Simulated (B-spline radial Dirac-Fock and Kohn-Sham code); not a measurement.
# An X-ray data sheet for Xe⁵⁰⁺, step by step

Aim: for xenon as Xe⁵⁰⁺, compute its X-ray form factor and Compton profile, the binding energy of each subshell and its two-hole states.

Program: B-spline radial Dirac-Fock and Kohn-Sham code, version 2. Model: a free atom or ion on a radial basis; each step names its model. All values are calculated, but those marked as tabulated.

**1. What is computed**

The Xe⁵⁰⁺ ion in the configuration [He] 2s2.

```yaml
nuclear_charge: 54
electrons: 4
mass_number: 132
nuclear_rms_radius: 4.7859 fm
```

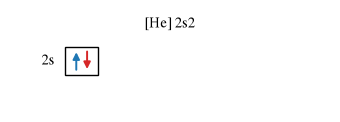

The shells outside the core; arrows follow Hund's rule for the drawing alone (heavy ions are jj-coupled), while the calculation averages over the configuration.

**2. Scattering by the electron cloud**

Model: Dirac-Fock average of configuration, finite nucleus; form factor of the spherical density, Waller-Hartree incoherent function, impulse-approximation Compton profiles.

The run's settings:

```ini
task = scatter
Z = 54
charge = 50
configuration = 1s2 2s2
mass_number = 132
rms_radius = 4.7859  # fm
s = [0.0, 0.03, 0.04, 0.05, 0.06, 0.07, 0.09, 0.11, 0.14, 0.16, 0.2, 0.24, 0.3, 0.36, 0.44, 0.54, 0.66, 0.8, 0.98, 1.19, 1.45, 1.77, 2.16]  # 1/A
pz = [0, 0.1, 0.15, 0.21, 0.31, 0.45, 0.65, 0.95, 1.4, 2.0, 2.9, 4.3, 6.2, 9.1, 13.0, 19.0, 28.0, 41.0, 59.0, 87.0, 130.0]  # a.u.
photon_energy = [1000, 2000, 8047.8, 10000, 100000, 200000, 500000, 1000000]  # eV
```

From the run's result record (rounded, not every field):

```text
{
  "status": "converged",
  "form_factor [e]": [4.0, 3.9998, 3.9997, 3.9995, 3.9992, 3.9989, 3.9983, 3.9974, 3.9958, 3.9945, 3.9914, 3.9876, 3.9806, 3.9722, 3.9586, 3.9379, 3.9078, 3.8659, 3.8018, 3.7138, 3.5882, 3.4142, 3.1838],
  "incoherent": [2.2462e-12, 0.00038876, 0.00069109, 0.0010797, 0.0015547, 0.0021158, 0.0034965, 0.0052211, 0.0084513, 0.011032, 0.017214, 0.024746, 0.038547, 0.055298, 0.082105, 0.12252, 0.18056, 0.26026, 0.37913, 0.53628, 0.74905, 1.0217, 1.3435],
  "compton_total [1/a.u.]": [0.12865, 0.12864, 0.12862, 0.1286, 0.12855, 0.12844, 0.12822, 0.12773, 0.12667, 0.12466, 0.12045, 0.11152, 0.096362, 0.071788, 0.045713, 0.026574, 0.018063, 0.010537, 0.0042606, 0.0011115, 0.00021262],
  "shells": ["1s1/2", "2s1/2"],
  "occupation": [2.0, 2.0],
  "mean_momentum [a.u.]": [50.595, 19.212],
  "r2 [bohr^2]": 0.029308,
  "r_inverse [1/bohr]": 145.56,
  "r1 [bohr]": 0.26876,
  "coherent [b]": [10.64, 10.629, 10.407, 10.282, 2.9315, 1.2755, 0.28216, 0.07764],
  "incoherent_cross_section [b]": [0.00092926, 0.0036921, 0.056396, 0.084921, 1.118, 1.2234, 1.0548, 0.8144]
}
```

Form factor and incoherent function, every second point:

```tsv
s (1/Å)	f (e)	f / N	S(s)
0	4.000	1.000	0
0.0400	4.000	1.000	6.911e-04
0.0600	3.999	1.000	0.001555
0.0900	3.998	1.000	0.003496
0.140	3.996	0.999	0.008451
0.200	3.991	0.998	0.01721
0.300	3.981	0.995	0.03855
0.440	3.959	0.990	0.08211
0.660	3.908	0.977	0.1806
0.980	3.802	0.950	0.3791
1.45	3.588	0.897	0.7490
2.16	3.184	0.796	1.343
```

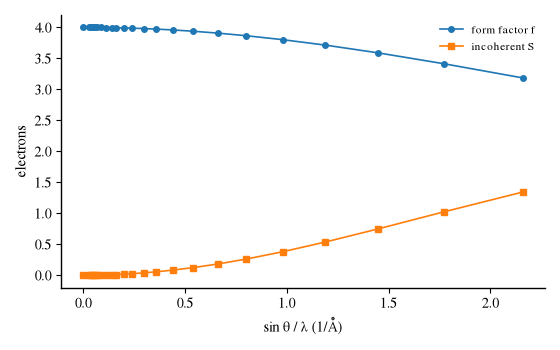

Form factor and incoherent scattering function.

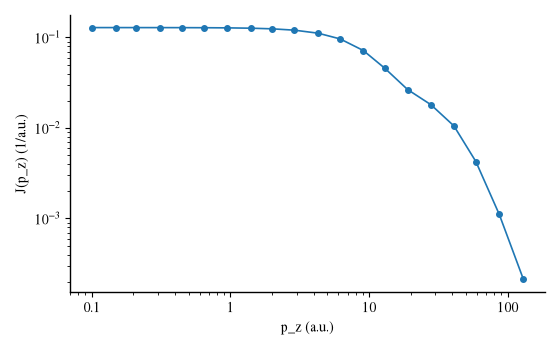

Compton profile, summed over all shells.

**3. Core and valence levels**

Model: Dirac-Fock average of configuration, Delta-SCF, finite nucleus, first-order Breit with its frequency dependence, self-energy and vacuum polarisation.

Recorded inputs:

```ini
task = binding
```

From the run's result record (rounded, not every field):

```text
{
  "status": "converged",
  "shells": ["K", "L1"],
  "total_energy_parts [Ha]": [-3716.46043, 2.66989344, -0.0547361069, 0.00348734715, 4.22263504, -0.586055026],
  "koopmans [eV]": [39762.2, 9593.84],
  "dirac_coulomb [eV]": [39757.0, 9593.52],
  "gaunt [eV]": [-64.7628, -7.39684],
  "retardation [eV]": [0.719035, 0.73392],
  "breit_frequency [eV]": [-0.0431244, -0.0465898],
  "self_energy [eV]": [-49.1506, -7.01537],
  "vacuum_polarisation [eV]": [6.89133, 0.90557],
  "binding [eV]": [39650.7, 9580.7],
  "mean_radius [bohr]": [0.0264957, 0.107886]
}
```

total_energy_parts: Dirac-Coulomb, Gaunt, retardation, frequency dependence, self-energy, vacuum polarisation. 

The binding energies by parts, in eV; the parts add up.

```tsv
level	-ε	relaxation	Breit	QED	binding
1s	39762.2	-5.17	-64.09	-42.26	39650.7
2s	9593.8	-0.32	-6.71	-6.11	9580.7
```

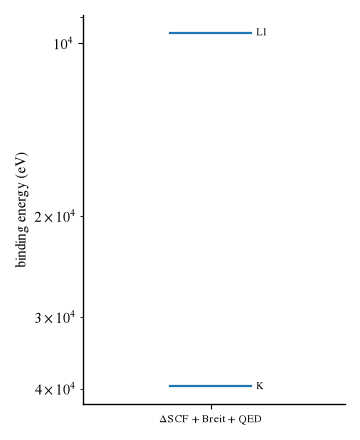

The levels on a logarithmic scale.

**4. Double vacancies and Auger multiplets**

Model: Dirac-Fock average of configuration, Delta-SCF, finite nucleus, first-order Breit with its frequency dependence, self-energy and vacuum polarisation; two-hole levels by intermediate coupling within the shell, Auger rates as independent-particle Coulomb matrix elements.

The run's settings:

```ini
task = double
```

From the run's result record (rounded, not every field):

```text
{
  "status": "converged",
  "single_binding [eV]": {"K": 39650.69, "L1": 9580.702},
  "double_binding [eV]": {"KK": 80322.82, "L1L1": 19390.83}
}
```

Left out are hole states that did not converge, or in which two open shells of one symmetry are about equally filled, where the average of configuration falls too low.

The cost of two holes beyond the sum of single holes (eV):

```tsv
holes	double	sum of singles	U
K K	80322.8	79301.4	1021.4
L1 L1	19390.8	19161.4	229.4
```

**5. Results**

| quantity | value |
| --- | --- |
| rms radius of the electron cloud | 0.0856 bohr |
| Compton profile at zero | 0.1286 1/a.u. |
| deepest level listed, K (1s) | 39650.7 eV |
| least bound, L1 (2s) | 9580.7 eV |
| ionisation energy, NIST (theoretical) | 9581.00 eV |
| largest U, K K | 1021.4 eV |

What this shows: The cloud is so compact that f stays above half of 4 out to s = 2.16 1/Å. Incoherent scattering outweighs coherent from 500 keV on, among the energies asked. The K (1s) level lies 5.17 eV under Koopmans' value by relaxation alone; Breit gives -64.09 and QED -42.26 eV. NIST's ionisation energy differs by +0.30 eV from the least binding energy, within its stated uncertainty. U runs from 229.4 eV (L1 L1) to 1021.4 eV (K K). The Hartree-Fock and Dirac-Fock values hold no electron correlation.
